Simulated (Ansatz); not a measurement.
```
atom    x (Å)    y (Å)    z (Å)
   C  -0.5238   0.4207   0.2909
   O  -0.7975  -0.8877   0.0959
  Al   0.8602  -1.0516  -0.6426
   H   0.8966  -1.1368  -2.2335
   H  -0.0800   0.7371   1.2518
   H  -1.0976   1.1659  -0.2822
   H   2.0557  -1.3700   0.3656
```

Method: UKS PBE-D4/6-31G* in Ansatz.

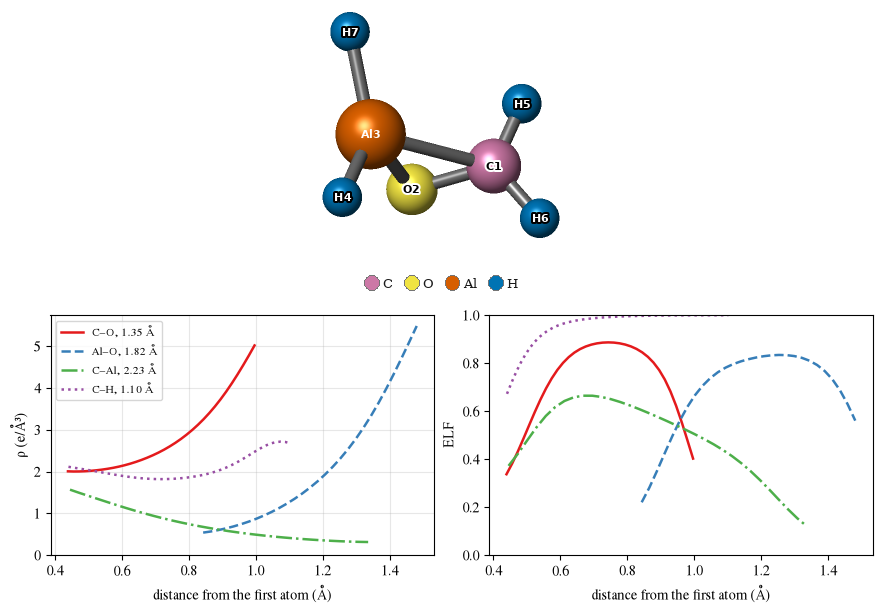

CH4AlO (doublet). Electron density and ELF along straight lines between neighbouring atoms. The curves leave out the atomic cores. The structure is drawn too.

**What can be read from the curves?**

C–O (1.35 Å): ρ is about 2.3 e/Å³ halfway, with its minimum of 2 e/Å³ about 0.5 Å from C; the ELF peaks at about 0.90 between the atoms: a polar covalent bond.
Al–O (1.82 Å): ρ at the midpoint is about 0.64 e/Å³; the ELF peaks at about 0.85 in the valence shell of O, 0.6 Å from its nucleus, and is about 0.40 at the midpoint.
C–Al (2.23 Å): ρ at the midpoint is about 0.4 e/Å³; the ELF peaks at about 0.65 in the valence shell of C, 0.7 Å from its nucleus, and is about 0.40 at the midpoint.
C–H (1.10 Å): the density is about 2 e/Å³ at the midpoint; the ELF climbs to about 1 towards the hydrogen, as it does in any bond to H; a covalent bond by its length.
